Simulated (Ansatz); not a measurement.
# One shape, several levels: [NO3]− (nitrate)

Aim: a comparison of 4 runs (UHF/STO-3G, PBE0/STO-3G, BCCD(T)/STO-3G, CCSD/STO-3G) of [NO3]− (nitrate). 

Program for the calculation: Ansatz 0.2.0.

9 further runs of the same task are left out: 7 that didn't finish, 2 set aside as unsound or not needed.

## 1. The structure to begin with

The species is [NO3]− (4 atoms), meant as a singlet with charge -1. As SMILES, `O=[N+]([O-])[O-]`. The O3–N2 distance was set to 2.493 Å, away from the relaxed value. At this shape a bond of the SMILES string is far longer than usual.

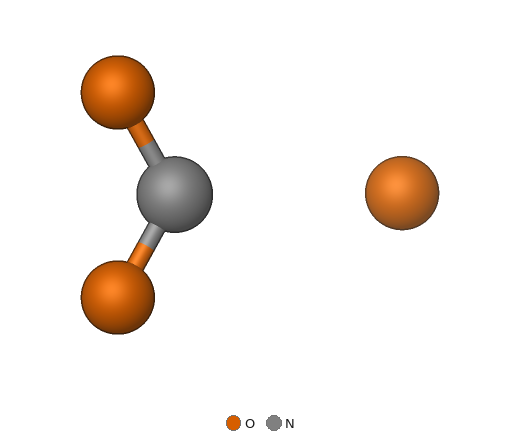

Viewed from a chosen angle; oxygen orange, nitrogen grey.

## 2. The energy at UHF/STO-3G (run 1)

Input file job.yaml:

```yaml
crystal:
  periodic: [false, false, false]
  atoms:
    - symbol: O
      position_ang: [-0.173929, 1.637421, 1.396656]
    - symbol: N
      position_ang: [-0.470449, 1.113381, 0.305126]
    - symbol: O
      position_ang: [0.470440, -1.113360, -0.305120]
    - symbol: O
      position_ang: [-1.237399, 1.702711, -0.481294]
basis:
  gaussian:
    orbitals: STO-3G
total_charge: -1
magnetization:
  spin_polarized: true
  initial_magnetization: 0
hamiltonian:
  xc: hf
accuracy: high
```

Launch:

```bash
$ ansatz run job.yaml --threads 1 --pin off --max-ram 3480MiB --events-out events.jsonl --progress --plain --runs-dir runs
```

What it wrote:

```text
Warning: RAYON_NUM_THREADS=1 ignored (pool sized by the plan → 1); use --threads N
Functional definition: HF
  name "HF"
  exchange = exact_x
  correlation = 0
350 factors; integrals over basis functions are off by at most 3.1e-8 eV
mean field evaluation 1: about -7443.4311 eV, gradient 3.3e1 eV
mean field evaluation 2: about -7443.5128 eV, gradient 3.3e1 eV
mean field evaluation 4: about -7443.2709 eV, gradient 1.5e1 eV
mean field evaluation 8: about -7447.1630 eV, gradient 1.9e1 eV
mean field evaluation 16: about -7478.7160 eV, gradient 1.4e-4 eV
mean field evaluation 32: about -7481.2148 eV, gradient 3.7e-2 eV
mean field evaluation 64: about -7481.2046 eV, gradient 2.9e-1 eV
mean field evaluation 96: about -7481.0261 eV, gradient 2.5e-1 eV
mean field evaluation 128: about -7481.1215 eV, gradient 3.8e-3 eV
mean field evaluation 160: about -7477.4243 eV, gradient 1.1e1 eV
mean field evaluation 192: about -7481.1995 eV, gradient 2.3e-2 eV
mean field evaluation 224: about -7479.0093 eV, gradient 3.3e0 eV
mean field evaluation 256: about -7478.7512 eV, gradient 2.2e0 eV
mean field evaluation 288: about -7481.0084 eV, gradient 4.4e-1 eV
mean field evaluation 320: about -7481.1106 eV, gradient 4.7e-1 eV
mean field evaluation 352: about -7480.3516 eV, gradient 4.5e0 eV
mean field evaluation 384: about -7476.8920 eV, gradient 2.3e1 eV
mean field evaluation 416: about -7475.9008 eV, gradient 1.1e1 eV
mean field evaluation 448: about -7481.1067 eV, gradient 8.8e-1 eV
mean field -7481.21484155 eV, -274.9295744775 hartree, gradient 8.4e-8 eV, S^2 1.549362; 14 other end points of the search recorded, 0 dependent functions left out
reference -7481.21484155 eV, -274.9295744775 hartree; 16, 16 occupied and 4, 4 virtual orbitals, 350 factors
Total energy: -7481.21484155 eV, -274.9295744775 hartree
```

Wall time 1.9 s (1 thread of Arm Neoverse V1, shared host).

## 3. A single-point energy at PBE0/STO-3G (run 2)

Input file job.yaml:

```yaml
crystal:
  periodic: [false, false, false]
  atoms:
    - {symbol: O, position_ang: [-0.173929, 1.637421, 1.396656]}
    - {symbol: N, position_ang: [-0.470449, 1.113381, 0.305126]}
    - {symbol: O, position_ang: [0.470440, -1.113360, -0.305120]}
    - {symbol: O, position_ang: [-1.237399, 1.702711, -0.481294]}
basis:
  gaussian:
    orbitals: STO-3G
total_charge: -1
magnetization:
  spin_polarized: false
hamiltonian:
  xc: pbe0
accuracy: high
```

Launch:

```bash
$ ansatz run job.yaml --threads 1 --pin off --max-ram 3480MiB --events-out events.jsonl --progress --plain --runs-dir runs
```

What it wrote:

```text
Warning: RAYON_NUM_THREADS=1 ignored (pool sized by the plan → 1); use --threads N
Functional definition: PBE0
  name "PBE0"
  parameter a = 0.25
  parameter kappa = 0.804
  parameter beta = 0.06672455060314922
  exchange = (1 - a)*pbe_x(kappa = kappa, mu = beta*pi^2/3) + a*exact_x
  correlation = pbe_c(beta = beta)
350 factors; integrals over basis functions are off by at most 3.1e-8 eV
mean field evaluation 1: about -7475.1870 eV, gradient 4.2e1 eV
mean field evaluation 2: about -6910.4202 eV, gradient 4.8e1 eV
mean field evaluation 4: about -7475.4977 eV, gradient 3.0e1 eV
mean field evaluation 8: about -7488.6519 eV, gradient 5.2e1 eV
mean field evaluation 16: about -7507.1940 eV, gradient 4.9e-8 eV
mean field -7507.19398186 eV, -275.8842902745 hartree, gradient 3.1e-8 eV, S^2 0.000000; 3 other end points of the search recorded, 0 dependent functions left out
reference -7507.19398256 eV, -275.8842903001 hartree; 16, 16 occupied and 4, 4 virtual orbitals, 350 factors
Total energy: -7507.19398256 eV, -275.8842903001 hartree
```

It took 1.4 s on 1 thread of Arm Neoverse V1, shared host; peak memory 0.09 GiB.

Run 3 isn't shown in full; the table further down has it.

## 4. A single-point energy at CCSD/STO-3G (run 4)

Input file in.yaml:

```yaml
crystal:
  periodic: [false, false, false]
  atoms:
    - {symbol: O, position_ang: [-0.173929, 1.637421, 1.396656]}
    - {symbol: "N", position_ang: [-0.470449, 1.113381, 0.305126]}
    - {symbol: O, position_ang: [0.470440, -1.113360, -0.305120]}
    - {symbol: O, position_ang: [-1.237399, 1.702711, -0.481294]}
basis:
  gaussian:
    orbitals: STO-3G
total_charge: -1
correlation:
  method: ccsd
  frozen_orbitals: {"N": 1, O: 1}
accuracy: high
scf:
  omitted_lower_state_checks: [cluster_reference, increment]
```

Launch:

```bash
$ ansatz run in.yaml --threads 1 --pin off --max-ram 3480MiB --events-out events.jsonl --progress --plain --runs-dir runs
```

What it wrote:

```text
Warning: RAYON_NUM_THREADS=1 ignored (pool sized by the plan → 1); use --threads N
[... 16 lines left out ...]
4 core orbitals not correlated: weight in the atoms' cores, before any rotation towards them, 1.000 or more for the frozen orbitals, at most 0.000 for the correlated occupied ones
[... 70 lines left out ...]
Total energy: -7484.26382616 eV, -275.0416225951 hartree
Checks for a lower state left out: cluster_reference, increment
```

It took 0.52 s on 1 thread of Arm Neoverse V1, shared host.

## 5. All runs side by side

```csv
run,level,frozen core orbitals,energy (Eh),wall time
1,UHF/STO-3G,–,-274.929574,1.9 s
2,PBE0/STO-3G,–,-275.884290,1.4 s
3,BCCD(T)/STO-3G,4,-275.054724,0.66 s
4,CCSD/STO-3G,4,-275.041623,0.52 s
```

## 6. Summary of results

```
                                          quantity          value
                               run 4: total energy  -275.04162 Eh
run 4: correlation energy (4 core orbitals frozen)     -203.9 mEh
                              run 4: T1 diagnostic          0.021
```

In words: Below the UHF energy at the same shape and in the same basis (STO-3G): BCCD(T) -125.1 mEh; CCSD -112.0 mEh. Some of these start from another determinant than that one, so these aren't their correlation energies. In runs 3, 4 the log says that unrestricted orbitals would lower the reference, so the values rest on an unstable closed-shell determinant (other closed-shell runs at this shape may share the fault). In runs 1, 2, 3, 4 the basis is minimal, so the values are rough. Spin contamination of the reference: run 1 ⟨S²⟩ = 1.55. Where it is this large, the reference is a mixture of spin states, and values that rest on it are in doubt. All runs together took 4.4 s, the longest 1.9 s.
